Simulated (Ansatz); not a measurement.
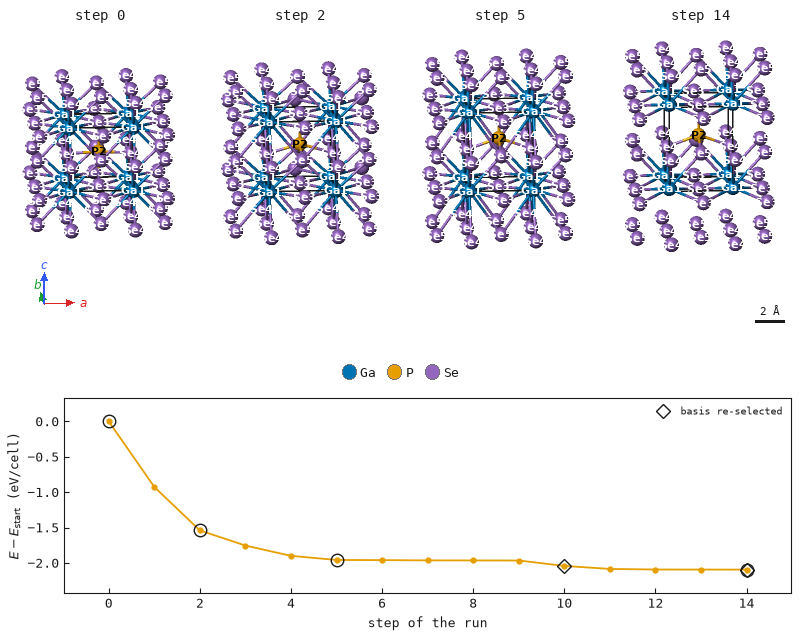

Frames of a relaxation of solid GaPSe3 (built on the tetragonal perovskite type) (coarse preliminary run), marked on the history of the run. A ball-and-stick model of the cell of the calculation, seen from a free direction.

Case: tetragonal perovskite type (P4mm, No. 99).

Theory: Ansatz, DFT PBE, scalar-relativistic, plane waves, PAW.

Input
```yaml
crystal:
  lattice:
    - [4.5800763951, 0.0, 0.0]
    - [0.0, 4.5800763951, 0.0]
    - [0.0, 0.0, 4.6374708362]
  atoms:
    - { symbol: Ga, position: [0.0, 0.0, 0.0] }
    - { symbol: P, position: [0.5, 0.5, 0.515] }
    - { symbol: Se, position: [0.5, 0.5, 0.975] }
    - { symbol: Se, position: [0.0, 0.5, 0.485] }
    - { symbol: Se, position: [0.5, 0.0, 0.485] }
basis:
  ecutwfc: 420
kpoints:
  mp_grid: { grid: [4, 4, 4] }
hamiltonian:
  xc: pbe
scf:
  occupations: { method: gaussian, width: 0.1 }
  lower_state_search: "off"
output:
  forces: true
  stress: true
  eigenvalues: true
relax:
  adjacent_minimum: "off"
  f_tol: 0.04
  max_steps: 70
  cell: { stress_tol: 0.4 }
```

Command:
```bash
ansatz run input.yaml --threads 1 --pin off --max-ram 2560MiB --backend cpu --events-out ev --progress --plain --runs-dir out
```

Question: Describe the path.

Answer: After 12 accepted moves (14 points after the start) the energy has fallen by 2.094 eV per cell of the calculation. The largest force component goes from 1.2 to 0.032 eV/Å. The pressure goes from 15.57 to −0.04 GPa. The SCF was repeated twice at an unchanged geometry on a basis and grid sized afresh for the cell, which shifted the energy by 76.6 meV per cell of the calculation at most. The largest move relative to the cell is that of P2, 0.42 Å along +c. Largest moves by element: P 0.42 Å, Ga 0.22 Å, Se 0.22 Å. Cell: a = b 4.580 → 4.566 Å (−0.3 %), c 4.637 → 6.152 Å (+32.6 %). Volume +31.8 %. Among the contacts that change: P2–Se3 2.504 → 3.950 Å, Ga1–Se4 3.309 → 4.271 Å, Se3–Se4 3.292 → 3.867 Å, Se3–Se4 (another image) 3.226 → 3.794 Å. Bonds break, among them: P2–Se3 (2.50 → 3.95 Å). Bond angles that change, for instance: Se4–P2–Se4 173.0° → 140.1°, P2–Se4–P2 173.0° → 140.1°, Se3–P2–Se4 93.5° → 109.9°. The space group stays P4mm (No. 99). From step 0 to 2: P2 moves most (0.29 Å), volume +19.0 %, energy −1.540 eV per cell of the calculation. From step 2 to 5: Se3 moves most (0.24 Å), volume +5.1 %, energy −0.417 eV per cell of the calculation. From step 5 to 14: Se3 moves most (0.17 Å), volume +5.4 %, energy −0.137 eV per cell of the calculation.
